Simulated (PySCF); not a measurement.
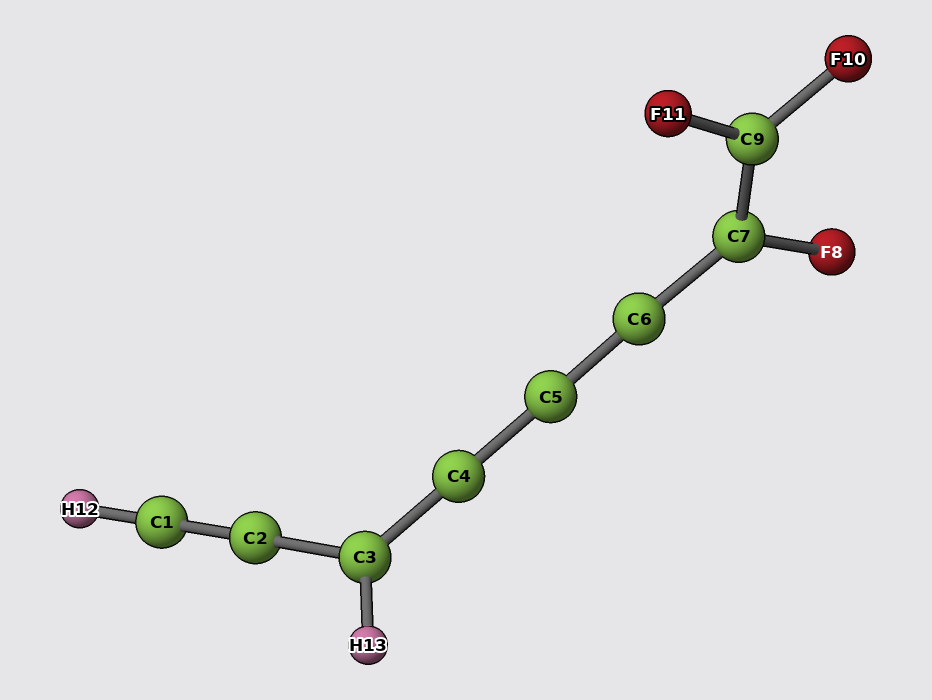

The questions are on Mulliken spin populations. Charge 0, doublet. The geometry was computed by an optimisation with GFN2-xTB. No frequency run is at hand to confirm it as a minimum. Level of theory: UKS B3LYP, pcH-1 on C F H, non-relativistic (PySCF 2.14.0).

Q: Which atom carries the largest spin population?

A: C4 (0.56 e).

Q: Which atom has the lowest spin population?

A: C5 (−0.25 e); a negative value comes from spin polarisation.

List the Mulliken spin populations.

| atom | value (e) |
| --- | --- |
| C1 | −0.04 |
| C2 | 0.05 |
| C3 | −0.12 |
| C4 | 0.56 |
| C5 | −0.25 |
| C6 | 0.52 |
| C7 | −0.18 |
| F8 | −0.01 |
| C9 | 0.37 |
| F10 | 0.03 |
| F11 | 0.02 |
| H12 | 0.00 |
| H13 | 0.04 |

Mulliken values depend strongly on the basis set.
